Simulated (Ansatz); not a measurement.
CCl2Si (SMILES [Si]=C(Cl)Cl)

Input

```
crystal:
  periodic: [false, false, false]
  atoms:
    - {symbol: C, position_ang: [-0.165445, 0.358982, 0.636003]}
    - {symbol: Cl, position_ang: [-0.879674, -1.104283, 0.027939]}
    - {symbol: Cl, position_ang: [0.190946, 1.585316, -0.542986]}
    - {symbol: Si, position_ang: [0.174734, 0.584045, 2.335324]}
basis:
  gaussian: {orbitals: def2-TZVPD}
hamiltonian: {xc: {name: PBE0}}
output: {forces: true, orbitals: {seedname: orbitals}}
```

Run with:

```sh
ansatz run input.yaml --threads 1 --pin off --max-ram 2610MiB --events-out events.jsonl --progress --plain --runs-dir runs
```

Geometry: PBE0-D3(BJ)/pcseg-1.

Computed with isolated molecule in a Gaussian basis; Kohn-Sham density functional theory, functional PBE0 in Ansatz.

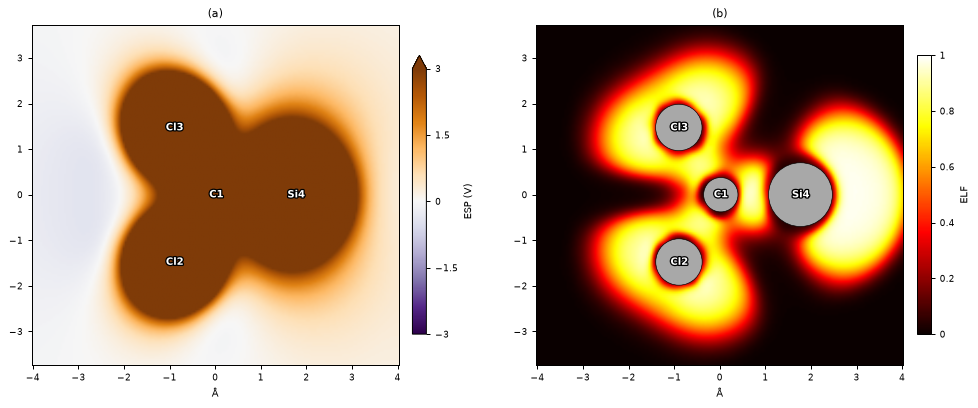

Figure 1. (a) molecular electrostatic potential; (b) ELF on the molecular plane. Grey discs cover the atomic cores in the ELF map.

Read the bonding off the picture.

Answer. The plane passes through C, Cl and Si nuclei.
C–Cl (1.74 Å): the ELF peaks at about 0.85 between the atoms, as expected for localised, covalent bonding.
C–Si (1.75 Å): the ELF peaks at about 0.95 between the atoms; a covalent bond.
The ELF also peaks beside Cl2, Si4 and Cl3, away from the bonds: lone-pair regions.
Outside the dense part of the molecule the potential is most negative (−0.4 V) near Cl2 and Cl3.

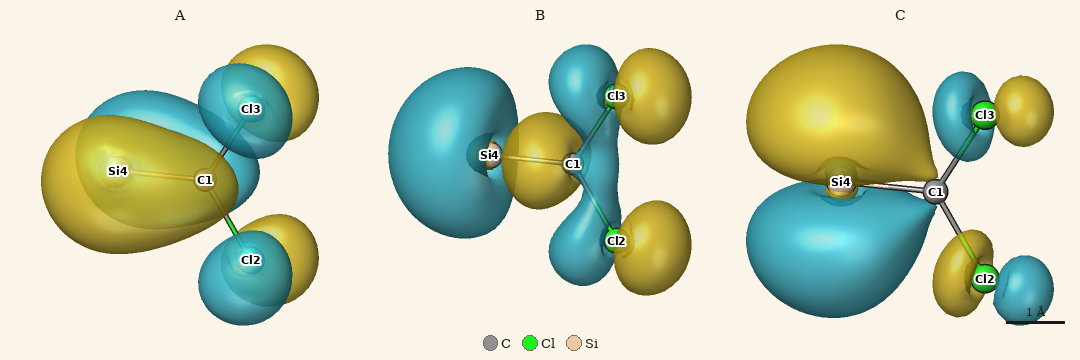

Figure 2. Three frontier orbitals at ±0.08 Å⁻³ᐟ² (yellow and cyan are the two phases), in no order.

Order the three orbitals by energy and name them.

Answer. B is the HOMO−1 (−8.30 eV). It lies mainly on Si4 (about 50 %), C1 (about 20 %), Cl2 (about 15 %) and Cl3 (about 15 %); it is symmetric in the molecular plane (an in-plane orbital: σ, lone-pair or in-plane π type). A is the HOMO (−6.34 eV). Its weight (Hirshfeld) is mainly on Si4 (about 40 %), C1 (about 30 %), Cl2 (about 15 %) and Cl3 (about 15 %); it changes sign across the molecular plane (π type); π-bonding across C1–Si4; π-antibonding (a node) across C1–Cl2 and C1–Cl3. C is the LUMO (−3.36 eV). It lies mainly on Si4 (about 80 %) and C1 (about 5 %); it is symmetric in the molecular plane (an in-plane orbital: σ, lone-pair or in-plane π type).

What is the HOMO–LUMO gap?

Answer. 2.98 eV between the orbital energies.

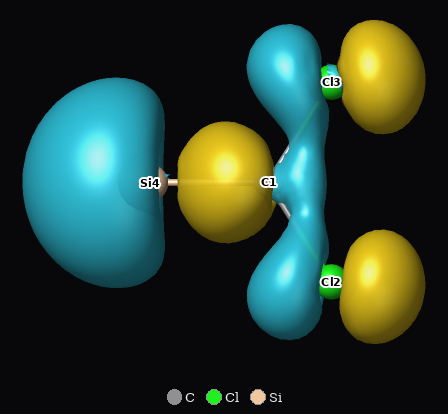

Figure 3. The HOMO−1 at ±0.1 Å⁻³ᐟ² (yellow and cyan are the two phases), seen across its widest extent.

Where does this orbital lie, and at what energy?

Answer. By Hirshfeld shares it lies mainly on Si4 (about 50 %), C1 (about 20 %), Cl2 (about 15 %) and Cl3 (about 15 %); it is symmetric in the molecular plane (an in-plane orbital: σ, lone-pair or in-plane π type). Its energy is −8.30 eV.
